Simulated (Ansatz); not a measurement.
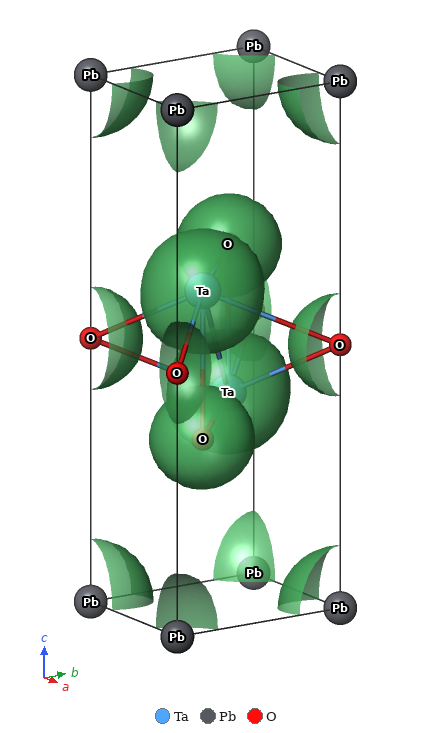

The picture shows: Ta2PbO3. Isosurface of the valence charge density (pseudo) at 1 e/Å³ (green), seen slightly off an axis. Sticks mark near contacts.

Space group P-3m1; a generated structure, not necessarily the stable one.

The calculation used DFT PBE, scalar-relativistic, plane waves, PAW (Ansatz).

Core electrons are frozen (PAW), and the valence fields are smoothed inside the atomic spheres.

Which contacts does the surface bridge?

Answer. At this value the density breaks into separate islands; it holds about 65 % of the electrons treated as valence (semicore included). It bridges none of the near contacts. It is pinched off along the sampled Ta–O (2.14 Å), Ta–Ta (2.76 Å), Pb–O (3.32 Å) and Ta–O (2.29 Å) contacts. On the grid the lowest density along these lines, outside the cores, is 0.58 e/Å³ (Ta–O, 2.14 Å), 0.42 e/Å³ (Ta–Ta, 2.76 Å), 0.08 e/Å³ (Pb–O, 3.32 Å) and 0.4 e/Å³ (Ta–O, 2.29 Å).
